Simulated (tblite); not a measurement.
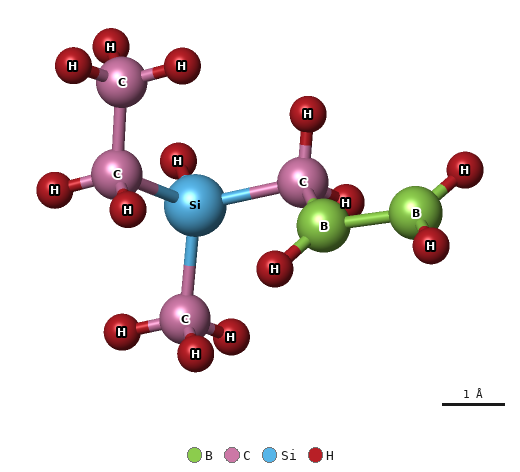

The starting structure (ball-and-stick view, seen at a tilt). Bond lengths as drawn: B–B 1.67 Å, B–C 1.58 Å, B–H 1.18 to 1.20 Å, C–C 1.53 Å, C–H 1.10 to 1.11 Å, C–Si 1.88 Å and H–Si 1.45 Å.

**Geometry relaxation of C4H14B2Si (part 1 of 2)**

The run: geometry relaxation of C4H14B2Si. Method and program: GFN2-xTB geometry optimisation, gas phase (tblite 0.8.0).

It belongs to a series of runs on one base structure; here: H on B replaced by BH2.

### Log
```
step      E/eV     max force
  0    -539.18157    0.829
  1    -539.26042    0.511
  2    -539.31838    0.416
  3    -539.34166    0.375
  4    -539.36863    0.264
  5    -539.37942    0.255
  6    -539.39088    0.245
  7    -539.39738    0.161
  8    -539.40201    0.139
  9    -539.40474    0.104
 10    -539.40683    0.110
 11    -539.40858    0.089
 12    -539.41010    0.098
 13    -539.41133    0.079
 14    -539.41245    0.079
 15    -539.41358    0.085
 16    -539.41472    0.094
 17    -539.41580    0.081
 18    -539.41678    0.069
 19    -539.41774    0.076
 20    -539.41870    0.107
 21    -539.41953    0.097
 22    -539.42016    0.060
 23    -539.42063    0.051
 24    -539.42108    0.077
 25    -539.42162    0.094
 26    -539.42225    0.083
 27    -539.42295    0.077
 28    -539.42370    0.079
 29    -539.42451    0.088
 30    -539.42526    0.100
 31    -539.42580    0.069
 32    -539.42616    0.049
 33    -539.42649    0.048
 34    -539.42689    0.070
 35    -539.42735    0.085
 36    -539.42778    0.064
 37    -539.42811    0.041
 38    -539.42837    0.042
 39    -539.42864    0.052
 40    -539.42891    0.053
 41    -539.42918    0.040
 42    -539.42947    0.056
 43    -539.42985    0.061
 44    -539.43031    0.078
 45    -539.43073    0.066
 46    -539.43102    0.033
 47    -539.43126    0.037
 48    -539.43159    0.066
 49    -539.43216    0.115
 50    -539.43309    0.148
 51    -539.43444    0.140
 52    -539.43648    0.156
 53    -539.44013    0.198
 54    -539.44710    0.327
 55    -539.46070    0.612
 56    -539.48575    0.814
 57    -539.50372    0.743
 58    -539.51996    0.802
 59    -539.56002    0.342
 60    -539.59138    0.306
 61    -539.65129    0.783
 62    -539.68338    0.720
 63    -539.72186    0.364
 64    -539.72940    0.315
 65    -539.73875    0.188
 66    -539.74623    0.195
 67    -539.75393    0.203
 68    -539.75902    0.140
 69    -539.76308    0.170
 70    -539.76752    0.197
 71    -539.77317    0.205
 72    -539.77980    0.173
 73    -539.78532    0.157
 74    -539.78905    0.150
 75    -539.79210    0.139
 76    -539.79525    0.129
 77    -539.79817    0.115
 78    -539.80024    0.106
 79    -539.80169    0.087
 80    -539.80327    0.122
 81    -539.80529    0.137
 82    -539.80731    0.101
 83    -539.80866    0.069
 84    -539.80953    0.063
 85    -539.81032    0.057
 86    -539.81108    0.065
 87    -539.81170    0.064
 88    -539.81220    0.053
 89    -539.81277    0.059
 90    -539.81357    0.074
 91    -539.81453    0.062
 92    -539.81530    0.053
 93    -539.81578    0.045
 94    -539.81618    0.041
 95    -539.81676    0.070
 96    -539.81772    0.107
 97    -539.81901    0.127
 98    -539.82039    0.122
 99    -539.82163    0.099
100    -539.82288    0.085
101    -539.82448    0.091
102    -539.82639    0.102
103    -539.82806    0.100
104    -539.82928    0.089
105    -539.83039    0.082
106    -539.83181    0.077
107    -539.83340    0.124
108    -539.83476    0.139
109    -539.83576    0.118
110    -539.83658    0.081
111    -539.83745    0.097
112    -539.83861    0.098
113    -539.83971    0.097
114    -539.84081    0.076
115    -539.84201    0.075
116    -539.84352    0.084
117    -539.84552    0.099
118    -539.84888    0.117
119    -539.85406    0.150
120    -539.86167    0.221
121    -539.86820    0.215
122    -539.87266    0.207
123    -539.87893    0.202
124    -539.88293    0.174
125    -539.88900    0.268
126    -539.89259    0.315
127    -539.89796    0.137
128    -539.90189    0.157
129    -539.90535    0.115
130    -539.90906    0.161
131    -539.91349    0.162
132    -539.92093    0.161
133    -539.93120    0.188
134    -539.93191    0.296
135    -539.94153    0.205
136    -539.94670    0.195
137    -539.95147    0.153
138    -539.95496    0.145
139    -539.95705    0.103
140    -539.95911    0.084
141    -539.96058    0.100
142    -539.96199    0.097
143    -539.96357    0.095
144    -539.96525    0.099
145    -539.96696    0.115
146    -539.96890    0.115
147    -539.97043    0.081
148    -539.97152    0.066
149    -539.97251    0.055
150    -539.97315    0.063
151    -539.97367    0.050
152    -539.97409    0.045
153    -539.97451    0.043
154    -539.97497    0.056
155    -539.97547    0.054
156    -539.97595    0.051
157    -539.97634    0.035
158    -539.97663    0.038
159    -539.97688    0.038
160    -539.97716    0.048
161    -539.97747    0.051
162    -539.97782    0.039
163    -539.97820    0.037
164    -539.97859    0.043
165    -539.97898    0.054
166    -539.97933    0.051
167    -539.97959    0.035
168    -539.97978    0.024
169    -539.97992    0.028
170    -539.98007    0.031
171    -539.98024    0.026
172    -539.98041    0.023
173    -539.98054    0.023
174    -539.98061    0.021
175    -539.98068    0.022
176    -539.98076    0.018
177    -539.98085    0.017
178    -539.98093    0.024
179    -539.98102    0.029
180    -539.98115    0.029
181    -539.98134    0.028
182    -539.98162    0.031
183    -539.98195    0.036
184    -539.98232    0.037
185    -539.98270    0.044
186    -539.98310    0.053
187    -539.98351    0.052
188    -539.98396    0.055
189    -539.98449    0.061
190    -539.98509    0.062
191    -539.98554    0.075
192    -539.98564    0.046
193    -539.98612    0.034
194    -539.98629    0.037
195    -539.98650    0.038
196    -539.98670    0.030
197    -539.98692    0.028
198    -539.98711    0.019
199    -539.98721    0.020
200    -539.98729    0.020
201    -539.98734    0.015
202    -539.98738    0.017
203    -539.98742    0.013
204    -539.98745    0.010
205    -539.98747    0.011
206    -539.98750    0.011
207    -539.98754    0.013
208    -539.98760    0.018
209    -539.98766    0.021
210    -539.98771    0.018
211    -539.98775    0.013
212    -539.98779    0.014
213    -539.98783    0.015
214    -539.98788    0.012
215    -539.98793    0.012
216    -539.98797    0.012
217    -539.98800    0.012
218    -539.98802    0.008
```

### Trajectory as extended XYZ (Å, eV, eV/Å), 11 of the 219 frames kept, from step=0 to step=218
```
21
Properties=species:S:1:pos:R:3:forces:R:3 step=0 energy=-539.18157
B     3.0161    1.3871    1.1415    0.3000   0.2790   0.0560
B     1.6551    0.4705    0.8545    0.0280  -0.1560   0.3430
C     1.0593    0.3655   -0.6002   -0.1880   0.2080   0.0390
Si   -0.4767   -0.7119   -0.6551   -0.1690  -0.2830  -0.2750
C    -0.0272   -2.4713   -0.1666    0.0670  -0.5390  -0.0390
C    -1.8073   -0.0801    0.5144   -0.0990   0.0220   0.4730
C    -2.2257    1.3385    0.1425   -0.3510   0.3700   0.4450
H     3.5234    1.9815    0.2573    0.1400   0.0120   0.3130
H     3.4631    1.4590    2.2327    0.1400   0.1480  -0.2900
H     1.1637   -0.1114    1.7757   -0.0570   0.0880  -0.4360
H     1.8087   -0.0589   -1.2905   -0.1860   0.5430   0.2010
H     0.7747    1.3819   -0.9549    0.5710  -0.5830   0.0390
H    -1.0142   -0.7241   -2.0065   -0.1970  -0.0010  -0.4620
H     0.3553   -2.4895    0.8662   -0.1620  -0.2310  -0.5630
H     0.7575   -2.8373   -0.8573   -0.5470  -0.0560   0.5950
H    -0.9276   -3.1136   -0.2404    0.7980   0.2000   0.1050
H    -2.6796   -0.7526    0.4616    0.2490   0.3260   0.1990
H    -1.4147   -0.0976    1.5567   -0.4480   0.0310  -0.6010
H    -1.3711    2.0388    0.2533   -0.5910  -0.4330  -0.1780
H    -3.0308    1.6709    0.8350    0.4480  -0.0210  -0.5340
H    -2.6110    1.3714   -0.8924    0.2550   0.0770   0.5690
21
Properties=species:S:1:pos:R:3:forces:R:3 step=22 energy=-539.42016
B     3.0829    1.4465    1.1462   -0.0140  -0.0120  -0.0160
B     1.7004    0.4907    0.8879    0.0070   0.0000  -0.0030
C     1.0428    0.3390   -0.5438    0.0240   0.0190   0.0230
Si   -0.5137   -0.7553   -0.6958    0.0580   0.0100   0.0090
C    -0.0448   -2.5302   -0.1946   -0.0030  -0.0160   0.0000
C    -1.8505   -0.0726    0.4817   -0.0210   0.0060   0.0190
C    -2.2693    1.3574    0.1610   -0.0130   0.0310  -0.0030
H     3.6185    2.0495    0.2924   -0.0160  -0.0060   0.0130
H     3.5770    1.5430    2.2086    0.0020   0.0130  -0.0470
H     1.2032   -0.0924    1.7854    0.0020   0.0150  -0.0400
H     1.8121   -0.0213   -1.2344   -0.0040   0.0030   0.0270
H     0.8198    1.3391   -0.9288    0.0310  -0.0040   0.0230
H    -1.0345   -0.7435   -2.0803    0.0220   0.0000   0.0080
H     0.3436   -2.5543    0.8195   -0.0130  -0.0100  -0.0120
H     0.7276   -2.9278   -0.8464   -0.0190   0.0050  -0.0030
H    -0.8919   -3.2074   -0.2401   -0.0070   0.0120  -0.0030
H    -2.7339   -0.7115    0.4623   -0.0250  -0.0160  -0.0110
H    -1.4743   -0.0973    1.5053   -0.0130  -0.0250   0.0190
H    -1.4233    2.0346    0.2535    0.0150  -0.0030   0.0110
H    -3.0490    1.6959    0.8421   -0.0030   0.0090   0.0040
H    -2.6516    1.4348   -0.8541   -0.0090  -0.0310  -0.0180
21
Properties=species:S:1:pos:R:3:forces:R:3 step=44 energy=-539.43031
B     3.1182    1.4868    1.1195    0.0020   0.0000  -0.0120
B     1.7404    0.5086    0.9333    0.0230   0.0250   0.0290
C     1.0745    0.3327   -0.4872    0.0180   0.0010   0.0060
Si   -0.4889   -0.7450   -0.6615   -0.0550   0.0540  -0.0090
C    -0.0817   -2.5443   -0.2046   -0.0090   0.0060  -0.0070
C    -1.8841   -0.0944    0.4712    0.0100   0.0010  -0.0010
C    -2.2854    1.3440    0.1605    0.0100  -0.0200   0.0020
H     3.5784    2.0976    0.2282   -0.0180   0.0170   0.0040
H     3.6897    1.6065    2.1392   -0.0180  -0.0340  -0.0200
H     1.2523   -0.0564    1.8441   -0.0090   0.0070   0.0150
H     1.8426   -0.0475   -1.1670    0.0180  -0.0100  -0.0140
H     0.8728    1.3312   -0.8862    0.0000   0.0060  -0.0040
H    -0.9671   -0.6911   -2.0616    0.0120  -0.0120   0.0010
H     0.3091   -2.6175    0.8050    0.0100   0.0000   0.0190
H     0.6655   -2.9538   -0.8758    0.0210  -0.0220  -0.0100
H    -0.9598   -3.1778   -0.2655   -0.0220  -0.0300   0.0000
H    -2.7634   -0.7356    0.3775    0.0200   0.0280   0.0230
H    -1.5687   -0.1492    1.5149   -0.0080  -0.0200  -0.0150
H    -1.4295    2.0081    0.2616   -0.0090   0.0040   0.0040
H    -3.0639    1.6903    0.8395   -0.0020  -0.0120  -0.0170
H    -2.6601    1.4239   -0.8577    0.0050   0.0110   0.0070
21
Properties=species:S:1:pos:R:3:forces:R:3 step=65 energy=-539.73875
B     3.0727    1.4545    1.1035   -0.0410   0.0640  -0.0410
B     1.6814    0.6269    0.9523   -0.0150   0.1160  -0.0460
C     1.1571    0.2306   -0.4950   -0.0510   0.0250  -0.0270
Si   -0.4477   -0.7754   -0.6783   -0.0780   0.0840  -0.0430
C    -0.1244   -2.5815   -0.2043    0.0210  -0.1170   0.0300
C    -1.8230   -0.0813    0.4612    0.0430  -0.0800   0.0290
C    -2.2650    1.3533    0.1895    0.0460  -0.0750   0.0160
H     3.0603    2.5948    0.8021    0.0020  -0.0310   0.0920
H     4.1180    1.0772    1.4678    0.0530  -0.1080  -0.0030
H     0.9187    0.4970    1.8448    0.0730   0.0070  -0.0300
H     1.9252   -0.2213   -1.1269    0.0690   0.0950   0.0900
H     0.9705    1.2093   -0.9483    0.0190   0.0030  -0.0540
H    -0.8294   -0.7532   -2.1129   -0.0960   0.0630   0.1040
H     0.2488   -2.6688    0.8077    0.0210   0.0060   0.1510
H     0.6133   -3.0364   -0.8526    0.0980  -0.0010  -0.1050
H    -1.0206   -3.1841   -0.2767   -0.1270  -0.0420   0.0130
H    -2.6901   -0.7428    0.4078    0.0070   0.0250   0.0180
H    -1.4603   -0.1127    1.4905   -0.0910  -0.1630   0.0240
H    -1.4892    2.0387    0.5246    0.0060   0.0610  -0.1770
H    -3.1755    1.5929    0.7431    0.0620  -0.0400  -0.0870
H    -2.4500    1.4994   -0.8723   -0.0210   0.1070   0.0470
21
Properties=species:S:1:pos:R:3:forces:R:3 step=87 energy=-539.81170
B     3.0718    1.4727    1.1194    0.0140  -0.0620  -0.0020
B     1.6413    0.7396    0.8855   -0.0250  -0.0040  -0.0120
C     1.1047    0.3027   -0.5473   -0.0110   0.0010   0.0110
Si   -0.4605   -0.7868   -0.6515    0.0000   0.0200   0.0150
C    -0.0799   -2.5901   -0.1793   -0.0020   0.0080   0.0080
C    -1.8419   -0.1111    0.4825   -0.0160  -0.0180   0.0020
C    -2.2226    1.3329    0.1725    0.0120  -0.0170  -0.0020
H     3.2058    2.6391    1.0846   -0.0100  -0.0040  -0.0040
H     4.0547    0.8805    1.3712    0.0090   0.0090  -0.0030
H     0.9214    0.5442    1.7991    0.0020   0.0330   0.0130
H     1.9076   -0.1552   -1.1296   -0.0050   0.0380  -0.0110
H     0.8916    1.2385   -1.0730    0.0050  -0.0170   0.0080
H    -0.9664   -0.7682   -2.0429    0.0120   0.0110  -0.0150
H     0.2899   -2.6699    0.8384    0.0060  -0.0010   0.0070
H     0.6698   -3.0205   -0.8359    0.0030   0.0170   0.0050
H    -0.9716   -3.2047   -0.2565    0.0100  -0.0140   0.0160
H    -2.7264   -0.7418    0.3808   -0.0390   0.0080  -0.0300
H    -1.5491   -0.1790    1.5310    0.0360   0.0000  -0.0040
H    -1.3916    2.0016    0.3858    0.0140  -0.0120   0.0040
H    -3.0763    1.6499    0.7711    0.0160   0.0000  -0.0140
H    -2.4812    1.4425   -0.8785   -0.0320   0.0040   0.0090
```
